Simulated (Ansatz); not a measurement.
# C₂H₆F₂Si: basis-set convergence

How large a basis does C₂H₆F₂Si need? Two functionals are run in growing sets.

The runs use Ansatz 0.2.0, Gaussian basis; one geometry, several basis sets.

Levels to be run: PBE0-D4/def2-SVP; ωB97M-V/def2-SVP; PBE0-D4/def2-QZVPP; ωB97M-V/def2-QZVPP; the functionals' def2-TZVPP values are taken from earlier runs.

## (1) Structure used throughout

The geometry comes from an earlier relaxation with PBE0-D4 in a triple-zeta def2 set; it is a stationary point, not always the lowest conformer.

SMILES `CC[SiH](F)F`, 11 atoms, charge 0, spin multiplicity 1.

Atoms are counted from 1 here; the program's logs count them from 0.

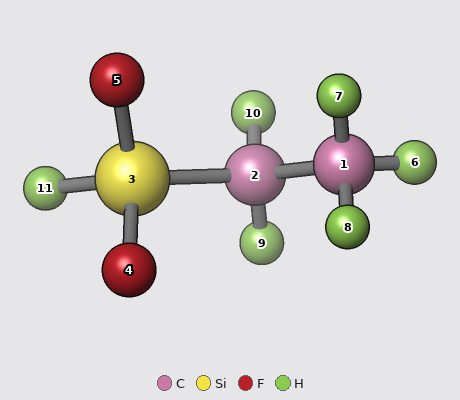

The structure; carbon pink, silicon yellow, fluorine red, hydrogen green; atoms are numbered from 1 in the order of the file.

## (2) PBE0-D4 in def2-SVP

Contents of in.yaml:

```yaml
crystal:
  periodic: [false, false, false]
  atoms:
    - {symbol: C, position_ang: [-0.862061, 0.774630, -0.807148]}
    - {symbol: C, position_ang: [-0.303317, -0.565431, -0.327600]}
    - {symbol: Si, position_ang: [1.009935, -0.417981, 0.961944]}
    - {symbol: F, position_ang: [2.222988, 0.448617, 0.402365]}
    - {symbol: F, position_ang: [0.441804, 0.367058, 2.225503]}
    - {symbol: H, position_ang: [-1.633143, 0.631181, -1.566973]}
    - {symbol: H, position_ang: [-1.308567, 1.336096, 0.016240]}
    - {symbol: H, position_ang: [-0.078814, 1.398094, -1.243510]}
    - {symbol: H, position_ang: [0.119053, -1.131838, -1.166012]}
    - {symbol: H, position_ang: [-1.102018, -1.193475, 0.084442]}
    - {symbol: H, position_ang: [1.559339, -1.703953, 1.441247]}
basis:
  gaussian: {orbitals: def2-SVP}
hamiltonian: {xc: pbe0, dispersion: d4}
output: {orbitals: {seedname: orbitals}}
```

On the command line:

```console
> ansatz run in.yaml --threads 4 --pin off --events-out ev --progress --plain --max-ram 10444MiB
```

What it wrote:

```text
Functional definition: PBE0
  name "PBE0"
  cite "Adamo & Barone, J. Chem. Phys. 110, 6158 (1999) doi:10.1063/1.478522"
  cite "Perdew, Burke & Ernzerhof, Phys. Rev. Lett. 77, 3865 (1996) doi:10.1103/PhysRevLett.77.3865"
  parent pbe
  parameter a = 0.25
  parameter kappa = 0.804
  parameter beta = 0.06672455060314922
  exchange = (1 - a)*pbe_x(kappa = kappa, mu = beta*pi^2/3) + a*exact_x
  correlation = pbe_c(beta = beta)
1156 factors; their error is unknown
mean field evaluation 1: about -15460.7003 eV, gradient 5.6e1 eV
mean field evaluation 2: about -15457.6567 eV, gradient 6.9e1 eV
mean field evaluation 4: about -15467.2933 eV, gradient 2.2e0 eV
mean field evaluation 8: about -15467.3046 eV, gradient 3.4e-2 eV
mean field evaluation 16: about -15467.3530 eV, gradient 3.5e-5 eV
mean field -15467.35296933 eV, -568.4147374744 hartree, gradient 3.5e-5 eV, S^2 0.000000; 0 other end points of the search recorded, 0 dependent functions left out
reference -15467.35299528 eV, -568.4147384282 hartree; 25, 25 occupied and 79, 79 virtual orbitals, 1156 factors
Total energy: -15467.52425575 eV, -568.4210321343 hartree
```

Wall time 1.1 s (4 threads of Arm Neoverse V1, shared host).

## (3) ωB97M-V in def2-SVP

in.yaml, as its differences from that of step 2:

```diff
@@ -16,3 +16,3 @@
   gaussian: {orbitals: def2-SVP}
-hamiltonian: {xc: pbe0, dispersion: d4}
+hamiltonian: {xc: {name: wB97M-V}}
 output: {orbitals: {seedname: orbitals}}
```

The command is unchanged.

What it wrote, cut to the lines that bear on the results:

```text
Functional definition: wB97M-V
  name "wB97M-V"
  cite "Mardirossian & Head-Gordon, J. Chem. Phys. 144, 214110 (2016) doi:10.1063/1.4952647"
  cite "Becke, J. Chem. Phys. 107, 8554 (1997) doi:10.1063/1.475007"
  cite "Vydrov & Van Voorhis, J. Chem. Phys. 133, 244103 (2010) doi:10.1063/1.3521275"
  # Of w^i u^j: cxij and so on, Table III.
[...]
  gx(w, u) = 1 - cx + cx01*u + cx10*w
  gss(w, u) = css00 + css04*u^4 + css10*w + css20*w^2 + css43*w^4*u^3
  gos(w, u) = cos00 + cos10*w + (cos20 + cos21*u)*w^2 + (cos60 + cos61*u)*w^6
[...]
      + integral(e_c_pw_mod_opposite_spin*gos(b97_w_opposite, b97_u_opposite)) + vv10(b, c)
1156 factors; their error is unknown
296 factors; integrals over basis functions are off by at most 6.6e-6 eV
[...]
mean field -15475.17155410 eV, -568.7020651651 hartree, gradient 6.6e-5 eV, S^2 0.000000; 0 other end points of the search recorded, 0 dependent functions left out
reference -15475.17159348 eV, -568.7020666125 hartree; 25, 25 occupied and 79, 79 virtual orbitals, 1156 factors
Total energy: -15475.17159348 eV, -568.7020666125 hartree
```

It took 4.6 s on 4 threads of Arm Neoverse V1, shared host; peak memory 0.31 GiB.

## (4) PBE0-D4 in def2-QZVPP

in.yaml, as its differences from that of step 3:

```diff
@@ -15,4 +15,4 @@
 basis:
-  gaussian: {orbitals: def2-SVP}
-hamiltonian: {xc: {name: wB97M-V}}
+  gaussian: {orbitals: "def2-QZVPP.json"}
+hamiltonian: {xc: pbe0, dispersion: d4}
 output: {orbitals: {seedname: orbitals}}
```

Launched as before.

What it wrote:

```text
Functional definition: PBE0
  name "PBE0"
  cite "Adamo & Barone, J. Chem. Phys. 110, 6158 (1999) doi:10.1063/1.478522"
  cite "Perdew, Burke & Ernzerhof, Phys. Rev. Lett. 77, 3865 (1996) doi:10.1103/PhysRevLett.77.3865"
  parent pbe
  parameter a = 0.25
  parameter kappa = 0.804
  parameter beta = 0.06672455060314922
  exchange = (1 - a)*pbe_x(kappa = kappa, mu = beta*pi^2/3) + a*exact_x
  correlation = pbe_c(beta = beta)
1477 factors; their error is unknown
mean field evaluation 1: about -15470.9858 eV, gradient 7.0e1 eV
mean field evaluation 2: about -15465.0626 eV, gradient 8.8e1 eV
mean field evaluation 4: about -15480.3654 eV, gradient 3.5e0 eV
mean field evaluation 8: about -15480.3963 eV, gradient 2.9e-2 eV
mean field -15480.39629385 eV, -568.8940708094 hartree, gradient 3.6e-5 eV, S^2 0.000000; 0 other end points of the search recorded, 0 dependent functions left out
reference -15480.39633154 eV, -568.8940721945 hartree; 25, 25 occupied and 453, 453 virtual orbitals, 1477 factors
Total energy: -15480.56759201 eV, -568.9003659007 hartree
```

Wall time 8.5 s (4 threads of Arm Neoverse V1, shared host); peak memory 1.6 GiB.

## (5) ωB97M-V in def2-QZVPP

in.yaml, as its differences from that of step 4:

```diff
@@ -16,3 +16,3 @@
   gaussian: {orbitals: "def2-QZVPP.json"}
-hamiltonian: {xc: pbe0, dispersion: d4}
+hamiltonian: {xc: {name: wB97M-V}}
 output: {orbitals: {seedname: orbitals}}
```

Same command.

What it wrote, cut to the lines that bear on the results:

```text
Functional definition: wB97M-V
  name "wB97M-V"
  cite "Mardirossian & Head-Gordon, J. Chem. Phys. 144, 214110 (2016) doi:10.1063/1.4952647"
  cite "Becke, J. Chem. Phys. 107, 8554 (1997) doi:10.1063/1.475007"
  cite "Vydrov & Van Voorhis, J. Chem. Phys. 133, 244103 (2010) doi:10.1063/1.3521275"
  # Of w^i u^j: cxij and so on, Table III.
[...]
  gx(w, u) = 1 - cx + cx01*u + cx10*w
  gss(w, u) = css00 + css04*u^4 + css10*w + css20*w^2 + css43*w^4*u^3
  gos(w, u) = cos00 + cos10*w + (cos20 + cos21*u)*w^2 + (cos60 + cos61*u)*w^6
[...]
      + integral(e_c_pw_mod_opposite_spin*gos(b97_w_opposite, b97_u_opposite)) + vv10(b, c)
1457 factors; their error is unknown
354 factors; integrals over basis functions are off by at most 5.4e-6 eV
[...]
mean field -15488.46189306 eV, -569.1904761133 hartree, gradient 2.1e-5 eV, S^2 0.000000; 0 other end points of the search recorded, 0 dependent functions left out
reference -15488.46195426 eV, -569.1904783624 hartree; 25, 25 occupied and 453, 453 virtual orbitals, 1457 factors
Total energy: -15488.46195426 eV, -569.1904783624 hartree
```

Run time: 21 s. Hardware: 4 threads of Arm Neoverse V1, shared host; peak memory 2 GiB.

## (6) Density functionals: the series

The def2-TZVPP values come from earlier runs at the same geometry.

```csv
functional,basis,functions,energy (eV),from the largest (eV),HOMO (eV),LUMO (eV)
PBE0-D4,def2-SVP,104,-15467.5243,13.043,-8.79,1.49
PBE0-D4,def2-TZVPP,250,-15479.8536,0.714,-8.83,0.89
PBE0-D4,def2-QZVPP,478,-15480.5676,0.000,-8.84,0.52
ωB97M-V,def2-SVP,104,-15475.1716,13.290,-11.02,3.21
ωB97M-V,def2-TZVPP,250,-15487.7914,0.671,-11.08,2.44
ωB97M-V,def2-QZVPP,478,-15488.4620,0.000,-11.09,1.76
```

## (7) Outcome

| quantity | value |
| --- | --- |
| PBE0-D4: double and triple zeta above quadruple | 13.04, 0.71 eV |
| ωB97M-V: double and triple zeta above quadruple | 13.29, 0.67 eV |

In words: PBE0-D4 gains 12.33 eV from double to triple zeta, then 0.71 eV more. Total energies overstate the basis error of differences, where much of it tends to cancel. The LUMO of ωB97M-V is positive and keeps falling with the basis (3.21 to 1.76 eV): an unbound level that the basis holds in place.

For PBE0-D4 the largest set took about 8 times as long as the smallest (8.5 s against 1.1 s).
